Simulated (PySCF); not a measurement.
## C3H10ClPSi: a changed input and its effect

System: C3H10ClPSi.
Method of run A: GIAO PBE0/Sadlej pVTZ NMR shielding, non-relativistic, gas phase (PySCF 2.14.0).

The geometry comes from this level: GFN2-xTB. Text and figures count atoms from 1; the logs count them from 0 in places.

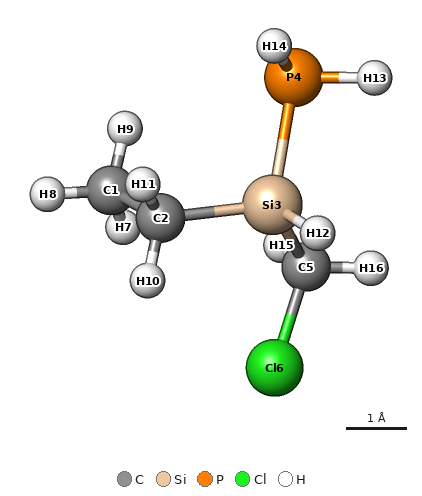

**Figure 1.** The structure as given in the input (ball-and-stick view, seen at a tilt; atoms are numbered from 1 in the order of the input).

## The input, run A
```
{"job": {"kind": "nmr", "xc": "PBE0", "basis": "Sadlej pVTZ", "pop": false, "scf": {"aux": "def2-qzvpp-jkfit"}}, "charge": 0, "multiplicity": 1}
C     -1.908620    -0.497511     0.126512
C     -0.965758    -0.136515    -1.017595
Si     0.832071     0.114157    -0.428847
P      1.436726    -1.706094     0.748454
C      0.920118     1.551582     0.838311
Cl     0.146641     3.010435     0.167351
H     -1.981646     0.323025     0.836263
H     -2.907506    -0.709532    -0.250040
H     -1.548254    -1.379591     0.655382
H     -1.321207     0.770382    -1.506097
H     -0.992950    -0.928254    -1.768079
H      1.699074     0.476089    -1.562857
H      2.797432    -1.475749     0.652413
H      1.439787    -2.548455    -0.348799
H      0.402106     1.318148     1.766496
H      1.944388     1.826825     1.079719
```

The first line tells a small driver script what to run in PySCF; the rest is the geometry in Å.

Command:
```bash
OMP_NUM_THREADS=1 python <driver script> task.json out
```

Hardware: 1 CPU thread, shared host.

## Output (run A)
```
final grid: 122944 points
cycle   1  E = -1210.8466679234  dE =  2.564e-01  |g| = 3.805e-01  |ddm| = 2.325e+01
cycle   2  E = -1210.8396629127  dE =  7.005e-03  |g| = 3.969e-01  |ddm| = 3.162e+00
cycle   3  E = -1210.8819891081  dE = -4.233e-02  |g| = 5.443e-02  |ddm| = 1.684e+00
cycle   4  E = -1210.8827060402  dE = -7.169e-04  |g| = 2.119e-02  |ddm| = 2.973e-01
cycle   5  E = -1210.8828225602  dE = -1.165e-04  |g| = 4.786e-03  |ddm| = 1.144e-01
cycle   6  E = -1210.8828285312  dE = -5.971e-06  |g| = 1.700e-03  |ddm| = 2.225e-02
cycle   7  E = -1210.8828292330  dE = -7.018e-07  |g| = 4.443e-04  |ddm| = 6.243e-03
cycle   8  E = -1210.8828292880  dE = -5.499e-08  |g| = 9.012e-05  |ddm| = 1.858e-03
cycle   9  E = -1210.8828292902  dE = -2.253e-09  |g| = 2.032e-05  |ddm| = 4.279e-04
cycle  10  E = -1210.8828292903  dE = -1.135e-10  |g| = 5.274e-06  |ddm| = 1.207e-04
converged SCF energy = -1210.8828292903

GIAO shielding tensors (ppm)
atom      isotropic    diamagn.    paramagn.     s11        s22        s33       span
  0 C      191.456     128.910      62.546    182.998    184.866    206.504     23.506
  1 C      188.369      51.974     136.394    181.337    185.881    197.887     16.550
  2 Si     368.657     896.089    -527.432    332.060    375.784    398.127     66.067
  3 P      640.469     985.360    -344.891    564.612    639.684    717.110    152.497
  4 C      164.133      87.348      76.785    137.268    145.758    209.374     72.106
  5 Cl     932.614    1140.115    -207.501    832.872    866.592   1098.379    265.507
  6 H       31.066      17.741      13.325     25.991     30.893     36.315     10.324
  7 H       30.537      13.114      17.423     25.375     27.613     38.622     13.247
  8 H       30.866      21.639       9.228     24.879     31.683     36.036     11.157
  9 H       30.341      15.838      14.503     26.640     28.538     35.844      9.204
 10 H       31.026      12.781      18.245     26.640     28.624     37.813     11.172
 11 H       26.704      29.364      -2.660     23.127     24.992     31.993      8.866
 12 H       31.191      21.757       9.433     25.393     28.599     39.580     14.187
 13 H       31.218      23.435       7.783     25.380     28.511     39.764     14.384
 14 H       28.695      15.914      12.781     23.661     28.434     33.989     10.328
 15 H       28.677      24.743       3.934     22.104     29.147     34.780     12.676
```

The input of run B differs as follows (lines with − go, lines with + come):
```diff
-"basis": "Sadlej pVTZ"
-"pop": false
-"scf": {"aux": "def2-qzvpp-jkfit"}
+"basis": "pcSseg-1"
```

Predict how the results change.

The total energy of run B is 62.5 kcal/mol higher, which measures the change of basis and not a stability. The LUMO goes from −0.33 to 0.07 eV. The dipole moment goes from 1.34 to 1.49 D. Of all shieldings, the largest change is that of C1, by −13.6 ppm. The SCF takes 12 iterations against 10. The basis functions go from 258 to 173.

## Output (run B)
```
coarse grid: 14336 points
cycle   1  E = -1210.7111418316  dE =  2.618e-01  |g| = 3.698e-01  |ddm| = 3.461e+00
cycle   2  E = -1210.7044279045  dE =  6.714e-03  |g| = 4.102e-01  |ddm| = 7.793e-01
cycle   3  E = -1210.7486021364  dE = -4.417e-02  |g| = 4.299e-02  |ddm| = 4.219e-01
cycle   4  E = -1210.7490287521  dE = -4.266e-04  |g| = 1.658e-02  |ddm| = 6.140e-02
cycle   5  E = -1210.7490914131  dE = -6.266e-05  |g| = 4.512e-03  |ddm| = 1.997e-02
cycle   6  E = -1210.7490962293  dE = -4.816e-06  |g| = 1.692e-03  |ddm| = 5.943e-03
final grid: 122944 points
cycle   7  E = -1210.7831600219  dE = -2.952e-05  |g| = 8.872e-03  |ddm| = 2.758e-02
cycle   8  E = -1210.7831471147  dE =  1.291e-05  |g| = 1.122e-02  |ddm| = 1.677e-02
cycle   9  E = -1210.7831796158  dE = -3.250e-05  |g| = 8.187e-04  |ddm| = 9.937e-03
cycle  10  E = -1210.7831797435  dE = -1.277e-07  |g| = 2.514e-04  |ddm| = 1.069e-03
cycle  11  E = -1210.7831797598  dE = -1.623e-08  |g| = 5.042e-05  |ddm| = 2.744e-04
cycle  12  E = -1210.7831797604  dE = -5.950e-10  |g| = 1.734e-05  |ddm| = 6.340e-05
converged SCF energy = -1210.7831797604

GIAO shielding tensors (ppm)
atom      isotropic    diamagn.    paramagn.     s11        s22        s33       span
  0 C      177.835     247.853     -70.018    172.657    174.756    186.093     13.436
  1 C      180.026     252.232     -72.205    174.959    176.920    188.199     13.240
  2 Si     362.374     880.314    -517.940    323.846    371.512    391.762     67.916
  3 P      628.990     967.986    -338.996    556.130    621.610    709.231    153.101
  4 C      155.236     252.830     -97.594    128.998    140.648    196.062     67.064
  5 Cl     931.524    1146.514    -214.990    829.180    864.415   1100.977    271.797
  6 H       30.766      30.719       0.046     25.497     30.571     36.230     10.733
  7 H       30.385      28.544       1.840     25.096     27.305     38.753     13.657
  8 H       30.680      30.674       0.006     24.601     31.383     36.058     11.457
  9 H       30.299      30.887      -0.588     26.162     28.341     36.393     10.231
 10 H       31.145      31.422      -0.277     26.679     28.568     38.188     11.509
 11 H       26.827      29.667      -2.840     23.383     24.865     32.233      8.850
 12 H       30.757      29.867       0.890     24.998     27.774     39.499     14.501
 13 H       30.818      30.282       0.536     25.017     27.856     39.581     14.564
 14 H       28.668      31.202      -2.534     23.447     28.324     34.232     10.786
 15 H       28.680      29.908      -1.227     21.899     28.980     35.162     13.264
```

## The two runs side by side

| quantity | run A | run B |
| --- | --- | --- |
| outcome | converged | converged |
| total energy (hartree) | −1210.882829 | −1210.783180 |
| HOMO (eV) | −7.55 | −7.59 |
| LUMO (eV) | −0.33 | 0.07 |
| dipole moment (D) | 1.34 | 1.49 |
| shielding of C1 (ppm) | 191.5 | 177.8 |
| shielding of C2 (ppm) | 188.4 | 180.0 |
| shielding of Si3 (ppm) | 368.7 | 362.4 |
| shielding of P4 (ppm) | 640.5 | 629.0 |
| shielding of C5 (ppm) | 164.1 | 155.2 |
| shielding of Cl6 (ppm) | 932.6 | 931.5 |
| shielding of H13 (ppm) | 31.2 | 30.8 |
| SCF iterations | 10 | 12 |
| basis functions | 258 | 173 |
| wall time (shared host) | 74 s | 38 s |
